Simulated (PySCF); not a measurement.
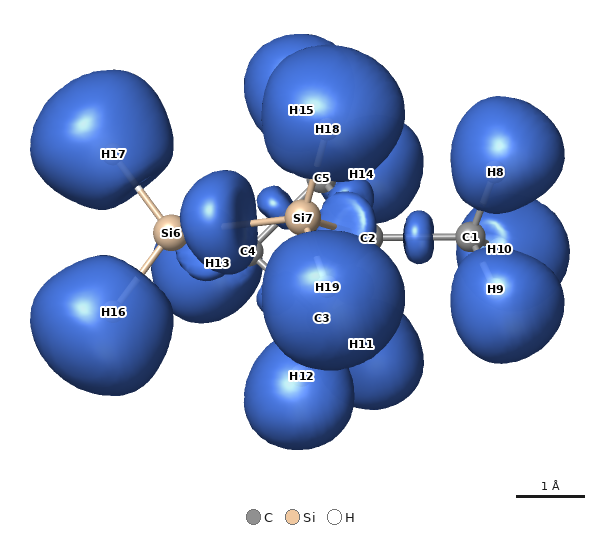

Figure. C$_{5}$H$_{12}$Si$_{2}$ (SMILES C[C@]12C[C@H](C1)[SiH2][SiH2]2). Isosurface of the ELF at 0.85 (blue), seen from one side. Only the valence region is drawn (cores and ρ < 0.01 e/Å³ removed).

Geometry: GFN2-xTB.

Computed with PySCF 2.14.0, PBE0/pcSseg-1, SCF density, gas phase, non-relativistic.

```yaml
atoms:
  - { symbol: C, position_ang: [1.9878, -0.3868, -0.8708] }
  - { symbol: C, position_ang: [0.6378, -0.0983, -0.2507] }
  - { symbol: C, position_ang: [-0.2259, -1.2944, 0.1954] }
  - { symbol: C, position_ang: [-1.4486, -0.4472, -0.1917] }
  - { symbol: C, position_ang: [-0.5270, 0.2720, -1.1897] }
  - { symbol: Si, position_ang: [-1.7382, 0.7741, 1.2527] }
  - { symbol: Si, position_ang: [0.5526, 1.1651, 1.1957] }
  - { symbol: H, position_ang: [2.4222, 0.5242, -1.2798] }
  - { symbol: H, position_ang: [2.6728, -0.7852, -0.1240] }
  - { symbol: H, position_ang: [1.9023, -1.1157, -1.6780] }
  - { symbol: H, position_ang: [-0.0974, -2.1517, -0.4687] }
  - { symbol: H, position_ang: [-0.1398, -1.6388, 1.2280] }
  - { symbol: H, position_ang: [-2.3105, -0.9742, -0.5999] }
  - { symbol: H, position_ang: [-0.4613, -0.2610, -2.1405] }
  - { symbol: H, position_ang: [-0.7108, 1.3284, -1.3961] }
  - { symbol: H, position_ang: [-2.3255, 0.0796, 2.4039] }
  - { symbol: H, position_ang: [-2.6644, 1.8380, 0.8494] }
  - { symbol: H, position_ang: [1.0627, 2.4682, 0.7523] }
  - { symbol: H, position_ang: [1.4014, 0.7131, 2.3049] }
```

Question: Describe the localisation domains.

Answer: The surface consists of five regions between bonded C–C atoms (shared pairs), two regions between bonded C–Si atoms (shared pairs), one region between bonded Si–Si atoms (shared pairs) and twelve regions around hydrogen nuclei. Profiles from the grid: C–C (1.51 Å): the ELF peaks at about 0.95 between the atoms; a covalent bond. C–Si (1.91 Å): the ELF peaks at about 0.95 between the atoms, as expected for a covalent bond.
